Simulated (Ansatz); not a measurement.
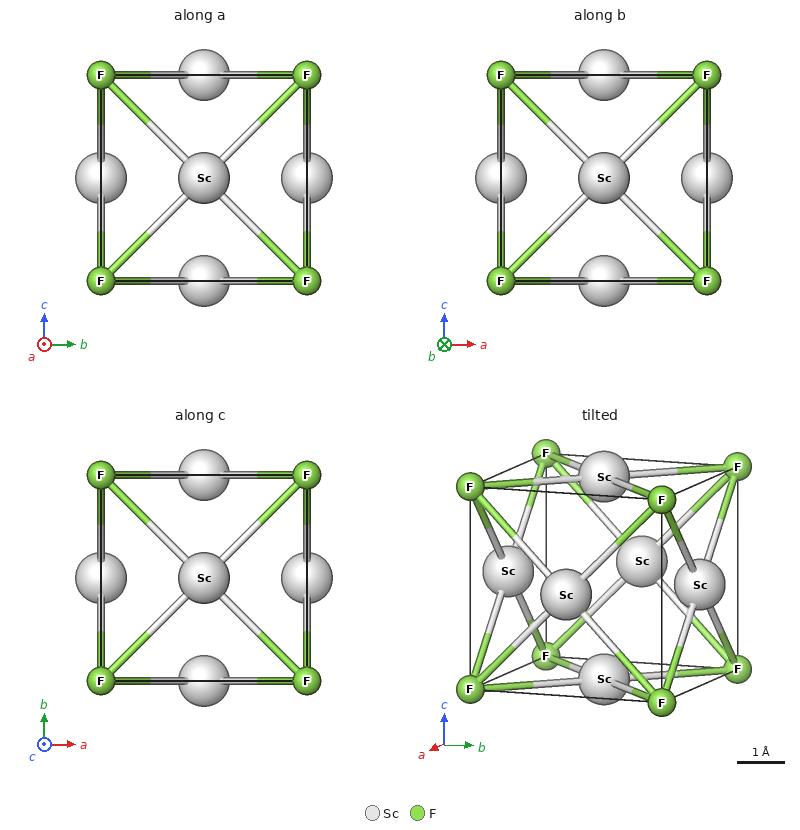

Crystal structure, ball-and-stick style, seen along the a axis, along the b axis, along the c axis and slightly off an axis. Lines trace the edges of the conventional unit cell.

Lattice parameters: a = 4.4572 Å, b = 4.4572 Å, c = 4.4572 Å, α = 90.000°, β = 90.000°, γ = 90.000°.

> Express the structure as a CIF in P1 with every atom of the cell.

```cif
data_structure
_symmetry_space_group_name_H-M 'P 1'
_symmetry_Int_Tables_number 1
_cell_length_a 4.4572
_cell_length_b 4.4572
_cell_length_c 4.4572
_cell_angle_alpha 90.000
_cell_angle_beta 90.000
_cell_angle_gamma 90.000
_cell_volume 88.55
loop_
_atom_site_label
_atom_site_type_symbol
_atom_site_fract_x
_atom_site_fract_y
_atom_site_fract_z
_atom_site_occupancy
Sc1 Sc 0.0000 0.5000 0.5000 1
Sc2 Sc 0.5000 0.0000 0.5000 1
Sc3 Sc 0.5000 0.5000 0.0000 1
F1 F 0.0000 0.0000 0.0000 1
```

It goes back to a structure type filled with these elements by a generator (whether the compound takes this form wasn't checked). Relaxation method: DFT r2SCAN, scalar-relativistic, plane waves, PAW (Ansatz 0.2.0).
